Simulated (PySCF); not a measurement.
SMILES C[N]([GeH3])[SiH](C)C (C₃H₁₃GeNSi) at its GFN2-xTB optimised geometry (Å):

```
19

Si     0.5191     0.7474     0.0000
C     -0.1451    -0.1448    -1.5331
C      2.4204     0.7474     0.0000
N     -0.0523    -0.0893     1.4121
C      0.3944     0.4395     2.6909
Ge    -1.5675    -1.1130     1.4030
H      0.0335     2.1474     0.0000
H      0.2032    -1.1720    -1.5783
H     -1.2314    -0.1589    -1.5344
H      0.1820     0.3565    -2.4376
H      2.8004     1.0861    -0.9581
H      2.8180     1.4135     0.7588
H      2.8239    -0.2442     0.1846
H     -0.0151     1.4340     2.8922
H      0.0863    -0.2251     3.4996
H      1.4814     0.5150     2.7022
H     -1.4454    -2.1474     0.3333
H     -2.8239    -0.3142     1.1682
H     -1.6396    -1.7491     2.7597
```

Calculation: CAM-B3LYP/def2-SVP (PySCF). Cells within 0.4 Å of a nucleus heavier than hydrogen are left out (blank, or x).

Map of the Laplacian of the electron density (e/bohr⁵), clipped to [-1.50, 1.50] on the plane z = 0.0 Å:

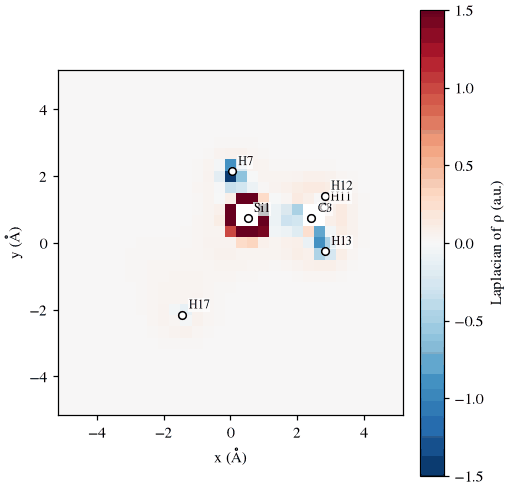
Figure: Laplacian of the electron density (e/bohr⁵), clipped to [-1.50, 1.50] on the plane z = 0.0 Å.
